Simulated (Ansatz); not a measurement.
**CH8NPSSi: how energies converge with the basis set**

How large a basis does CH8NPSSi need? Two functionals are run in growing sets.

The runs use Ansatz 0.2.0, Gaussian basis; one geometry, several basis sets.

Plan: PBE0-D4/def2-SVP; ωB97M-V/def2-SVP; PBE0-D4/def2-QZVPP; ωB97M-V/def2-QZVPP; the functionals' def2-TZVPP values are taken from earlier runs.

## (1) Structure used throughout

The geometry comes from an earlier relaxation with PBE0-D4 in a triple-zeta def2 set; it is a stationary point, not always the lowest conformer.

13 atoms, charge 0, spin multiplicity 1.

Atoms are counted from 1 here; the program's logs count them from 0.

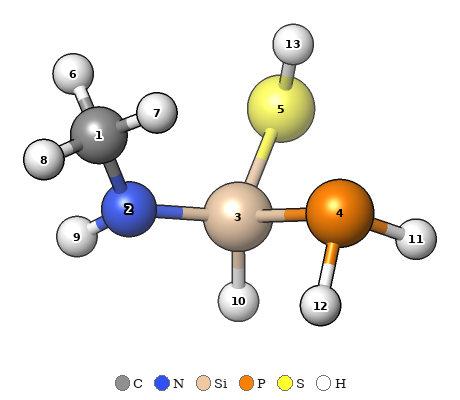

The geometry (carbon grey, nitrogen blue, silicon light orange, phosphorus orange, sulfur yellow, hydrogen white); atoms are numbered from 1 in the order of the file.

## (2) PBE0-D4 in def2-SVP

Input file in.yaml:

```yaml
crystal:
  periodic: [false, false, false]
  atoms:
    - {symbol: C, position_ang: [-1.271497, 1.011079, 0.944826]}
    - {symbol: N, position_ang: [-0.967532, 0.593483, -0.408681]}
    - {symbol: Si, position_ang: [0.484070, -0.181815, -0.872150]}
    - {symbol: P, position_ang: [0.708080, -2.005810, 0.422392]}
    - {symbol: S, position_ang: [2.321390, 0.923420, -0.658869]}
    - {symbol: H, position_ang: [-0.878806, 2.005880, 1.188463]}
    - {symbol: H, position_ang: [-0.836515, 0.302490, 1.653932]}
    - {symbol: H, position_ang: [-2.351137, 1.016867, 1.116961]}
    - {symbol: H, position_ang: [-1.410822, 1.166683, -1.110686]}
    - {symbol: H, position_ang: [0.390608, -0.405362, -2.335510]}
    - {symbol: H, position_ang: [1.771514, -2.529257, -0.355953]}
    - {symbol: H, position_ang: [-0.300306, -2.745613, -0.250098]}
    - {symbol: H, position_ang: [2.361254, 0.813256, 0.680173]}
basis:
  gaussian: {orbitals: def2-SVP}
hamiltonian: {xc: pbe0, dispersion: d4}
output: {orbitals: {seedname: orbitals}}
```

On the command line:

```bash
$ ansatz run in.yaml --threads 4 --pin off --events-out ev --progress --plain --max-ram 10444MiB
```

What it wrote:

```text
Functional definition: PBE0
  name "PBE0"
  cite "Adamo & Barone, J. Chem. Phys. 110, 6158 (1999) doi:10.1063/1.478522"
  cite "Perdew, Burke & Ernzerhof, Phys. Rev. Lett. 77, 3865 (1996) doi:10.1103/PhysRevLett.77.3865"
  parent pbe
  parameter a = 0.25
  parameter kappa = 0.804
  parameter beta = 0.06672455060314922
  exchange = (1 - a)*pbe_x(kappa = kappa, mu = beta*pi^2/3) + a*exact_x
  correlation = pbe_c(beta = beta)
1190 factors; integrals over basis functions are off by at most 1.5e-3 eV
mean field evaluation 1: about -30630.9225 eV, gradient 4.8e1 eV
mean field evaluation 2: about -30625.1161 eV, gradient 6.9e1 eV
mean field evaluation 4: about -30636.1155 eV, gradient 2.5e0 eV
mean field evaluation 8: about -30636.2946 eV, gradient 1.9e-1 eV
mean field evaluation 16: about -30636.2947 eV, gradient 6.0e-5 eV
mean field -30636.29471506 eV, -1125.8630647522 hartree, gradient 6.0e-5 eV, S^2 0.000000; 0 other end points of the search recorded, 0 dependent functions left out
reference -30636.29474265 eV, -1125.8630657661 hartree; 33, 33 occupied and 89, 89 virtual orbitals, 1190 factors
Total energy: -30636.61265465 eV, -1125.8747488166 hartree
```

It took 1.2 s on 4 threads of Arm Neoverse V2, shared host.

## (3) ωB97M-V in def2-SVP

in.yaml: that of step 2 with these lines changed.

```diff
@@ -18,3 +18,3 @@
   gaussian: {orbitals: def2-SVP}
-hamiltonian: {xc: pbe0, dispersion: d4}
+hamiltonian: {xc: {name: wB97M-V}}
 output: {orbitals: {seedname: orbitals}}
```

Same command.

What it wrote, shortened:

```text
Functional definition: wB97M-V
  name "wB97M-V"
  cite "Mardirossian & Head-Gordon, J. Chem. Phys. 144, 214110 (2016) doi:10.1063/1.4952647"
  cite "Becke, J. Chem. Phys. 107, 8554 (1997) doi:10.1063/1.475007"
  cite "Vydrov & Van Voorhis, J. Chem. Phys. 133, 244103 (2010) doi:10.1063/1.3521275"
  # Of w^i u^j: cxij and so on, Table III.
[...]
  gx(w, u) = 1 - cx + cx01*u + cx10*w
  gss(w, u) = css00 + css04*u^4 + css10*w + css20*w^2 + css43*w^4*u^3
  gos(w, u) = cos00 + cos10*w + (cos20 + cos21*u)*w^2 + (cos60 + cos61*u)*w^6
[...]
      + integral(e_c_pw_mod_opposite_spin*gos(b97_w_opposite, b97_u_opposite)) + vv10(b, c)
1190 factors; integrals over basis functions are off by at most 1.5e-3 eV
405 factors; integrals over basis functions are off by at most 8.7e-6 eV
[...]
mean field -30646.65844961 eV, -1126.2439249720 hartree, gradient 4.8e-5 eV, S^2 0.000000; 0 other end points of the search recorded, 0 dependent functions left out
reference -30646.65849578 eV, -1126.2439266686 hartree; 33, 33 occupied and 89, 89 virtual orbitals, 1190 factors
Total energy: -30646.65849578 eV, -1126.2439266686 hartree
```

It took 5 s on 4 threads of Arm Neoverse V2, shared host.

## (4) PBE0-D4 in def2-QZVPP

in.yaml: that of step 3 with these lines changed.

```diff
@@ -17,4 +17,4 @@
 basis:
-  gaussian: {orbitals: def2-SVP}
-hamiltonian: {xc: {name: wB97M-V}}
+  gaussian: {orbitals: "def2-QZVPP.json"}
+hamiltonian: {xc: pbe0, dispersion: d4}
 output: {orbitals: {seedname: orbitals}}
```

Same command.

What it wrote:

```text
Functional definition: PBE0
  name "PBE0"
  cite "Adamo & Barone, J. Chem. Phys. 110, 6158 (1999) doi:10.1063/1.478522"
  cite "Perdew, Burke & Ernzerhof, Phys. Rev. Lett. 77, 3865 (1996) doi:10.1103/PhysRevLett.77.3865"
  parent pbe
  parameter a = 0.25
  parameter kappa = 0.804
  parameter beta = 0.06672455060314922
  exchange = (1 - a)*pbe_x(kappa = kappa, mu = beta*pi^2/3) + a*exact_x
  correlation = pbe_c(beta = beta)
1985 factors; their error is unknown
mean field evaluation 1: about -30641.9531 eV, gradient 6.3e1 eV
mean field evaluation 2: about -30629.8926 eV, gradient 9.3e1 eV
mean field evaluation 4: about -30650.1208 eV, gradient 4.9e0 eV
mean field evaluation 8: about -30650.1671 eV, gradient 7.2e-2 eV
mean field evaluation 16: about -30650.1997 eV, gradient 1.3e-4 eV
mean field -30650.19966821 eV, -1126.3740623552 hartree, gradient 3.4e-5 eV, S^2 0.000000; 0 other end points of the search recorded, 0 dependent functions left out
reference -30650.19971080 eV, -1126.3740639203 hartree; 33, 33 occupied and 531, 531 virtual orbitals, 1985 factors
Total energy: -30650.51762280 eV, -1126.3857469708 hartree
```

Run time: 12 s. Hardware: 4 threads of Arm Neoverse V2, shared host; peak memory 2.7 GiB.

## (5) ωB97M-V in def2-QZVPP

in.yaml: that of step 4 with these lines changed.

```diff
@@ -18,3 +18,3 @@
   gaussian: {orbitals: "def2-QZVPP.json"}
-hamiltonian: {xc: pbe0, dispersion: d4}
+hamiltonian: {xc: {name: wB97M-V}}
 output: {orbitals: {seedname: orbitals}}
```

Launched as before.

What it wrote, shortened:

```text
Functional definition: wB97M-V
  name "wB97M-V"
  cite "Mardirossian & Head-Gordon, J. Chem. Phys. 144, 214110 (2016) doi:10.1063/1.4952647"
  cite "Becke, J. Chem. Phys. 107, 8554 (1997) doi:10.1063/1.475007"
  cite "Vydrov & Van Voorhis, J. Chem. Phys. 133, 244103 (2010) doi:10.1063/1.3521275"
  # Of w^i u^j: cxij and so on, Table III.
[...]
  gx(w, u) = 1 - cx + cx01*u + cx10*w
  gss(w, u) = css00 + css04*u^4 + css10*w + css20*w^2 + css43*w^4*u^3
  gos(w, u) = cos00 + cos10*w + (cos20 + cos21*u)*w^2 + (cos60 + cos61*u)*w^6
[...]
      + integral(e_c_pw_mod_opposite_spin*gos(b97_w_opposite, b97_u_opposite)) + vv10(b, c)
1905 factors; their error is unknown
467 factors; integrals over basis functions are off by at most 9.2e-6 eV
[...]
mean field -30660.65985482 eV, -1126.7584671229 hartree, gradient 1.8e-5 eV, S^2 0.000000; 0 other end points of the search recorded, 0 dependent functions left out
reference -30660.65992332 eV, -1126.7584696403 hartree; 33, 33 occupied and 531, 531 virtual orbitals, 1905 factors
Total energy: -30660.65992332 eV, -1126.7584696403 hartree
```

Wall time 26 s (4 threads of Arm Neoverse V2, shared host); peak memory 3 GiB.

## (6) Functionals by basis

The def2-TZVPP values come from earlier runs at the same geometry.

```tsv
functional	basis	functions	energy (eV)	from the largest (eV)	HOMO (eV)	LUMO (eV)
PBE0-D4	def2-SVP	122	-30636.6127	13.905	-6.81	0.57
PBE0-D4	def2-TZVPP	300	-30649.4673	1.050	-6.95	0.08
PBE0-D4	def2-QZVPP	564	-30650.5176	0.000	-6.98	-0.12
ωB97M-V	def2-SVP	122	-30646.6585	14.001	-9.02	2.45
ωB97M-V	def2-TZVPP	300	-30659.6584	1.001	-9.18	1.80
ωB97M-V	def2-QZVPP	564	-30660.6599	0.000	-9.21	1.27
```

## (7) Summary of results

| quantity | value |
| --- | --- |
| PBE0-D4: double and triple zeta above quadruple | 13.90, 1.05 eV |
| ωB97M-V: double and triple zeta above quadruple | 14.00, 1.00 eV |

What this shows: PBE0-D4 gains 12.85 eV from double to triple zeta, then 1.05 eV more. These are total energies; as a rule much of such shifts cancels in differences, which this series doesn't test. The LUMO of ωB97M-V is positive and keeps falling with the basis (2.45 to 1.27 eV): an unbound level that the basis holds in place.

For PBE0-D4 the largest set took about 9 times as long as the smallest (12 s against 1.2 s).
